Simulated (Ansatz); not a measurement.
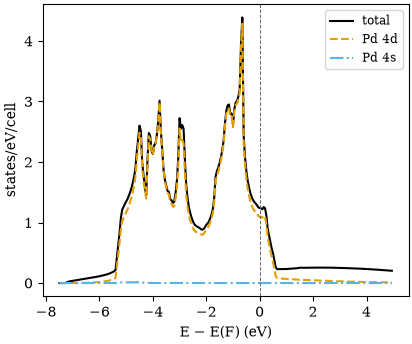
Fig. 1. Total and projected density of states of Pd (bcc (W type), space group No. 229), the program Ansatz at the PBEsol level (PAW)

**Question.** Which orbitals carry the states next to the Fermi level?

**Answer.** Within 0.5 eV of the Fermi level: Pd 4d 88 %, outside the projected shells 11 %. Projections are on Löwdin-orthogonalised atomic valence shells; empty p or d shells of many metals are not among them.

**Question.** Where is the tallest occupied peak in this window, and what makes it?

**Answer.** Near -0.6 eV, about 4.4 states/eV per cell; the largest projected share is Pd 4d.

Space group Im-3m (bcc (W type)). The first step of the workflow began from a Materials Project structure, measured or hypothetical; the Crystallography Open Database copy checked does not list it. It is not the phase usual at ambient conditions (space group No. 225). The PBEsol relaxation kept the symmetry of its start. At this level the phase is mechanically unstable. The run is not spin-polarised. Spin–orbit coupling is left out wherever it is not named.

Potentials: the later of the program's two PAW sets.
